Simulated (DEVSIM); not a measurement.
System: Al/HfO2/p-Ge capacitor, at 300 K.

```csv
layer (left to right),material,thickness (nm),Na (cm⁻³)
1,HfO2,4.00,-
2,Ge,8200,5.2e15
```

Metal gate on the left, work function 4.1 eV. Fixed charge at the semiconductor interface 0 cm⁻² (in units of +e); no interface traps.

The device is made up for the run: typed textbook-type constants, with dimensions and the other settings drawn at random. Values at 300 K.

```
parameter      HfO2       Ge
-------------  ----  -------
gap (eV)        5.7    0.664
affinity (eV)   2.5        4
permittivity     22       16
Nc (cm⁻³)         -  1.04e19
Nv (cm⁻³)         -     6e18
```

DEVSIM, 1D Poisson equation in equilibrium, Boltzmann statistics, complete ionisation; no quantum confinement or tunnelling. Metal contacts follow the ideal Schottky-Mott rule: no Fermi-level pinning, no interface dipoles.

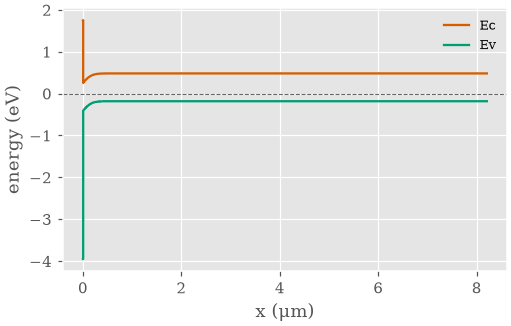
*Band edges at -0.15 V on the gate*

Energies count from the Fermi level of the right contact; mesh points crowd at the junctions.

```
x (μm)    Ec (eV)  Ev (eV)  n (cm⁻³)  p (cm⁻³)  field (V/cm)
--------  -------  -------  --------  --------  ------------
0.000       1.750   -3.950     < 1e2     < 1e2         11000
0.001129    1.751   -3.949     < 1e2     < 1e2         11000
0.002627    1.753   -3.947     < 1e2     < 1e2         11000
0.003825    1.754   -3.946     < 1e2     < 1e2         11000
0.005837    0.257   -0.407    4.9e14    8.8e11         15000
0.009600    0.263   -0.401    4.0e14    1.1e12         15000
0.01861     0.276   -0.388    2.4e14    1.9e12         15000
0.04950     0.319   -0.345    4.6e13    9.5e12         13000
0.1117      0.386   -0.278    3.4e12    1.3e14          9100
0.2484      0.462   -0.202    1.8e11    2.4e15          2600
0.5758      0.482   -0.182    8.5e10    5.2e15            24
1.698       0.482   -0.182    8.4e10    5.2e15           ≈ 0
3.958       0.482   -0.182    8.4e10    5.2e15           ≈ 0
6.259       0.482   -0.182    8.4e10    5.2e15           ≈ 0
7.569       0.482   -0.182    8.4e10    5.2e15           ≈ 0
7.923       0.482   -0.182    8.4e10    5.2e15           ≈ 0
8.084       0.482   -0.182    8.4e10    5.2e15           ≈ 0
8.152       0.482   -0.182    8.4e10    5.2e15           ≈ 0
8.188       0.482   -0.182    8.4e10    5.2e15           ≈ 0
8.197       0.482   -0.182    8.4e10    5.2e15           ≈ 0
8.202       0.482   -0.182    8.4e10    5.2e15           ≈ 0
8.204       0.482   -0.182    8.4e10    5.2e15           ≈ 0
```
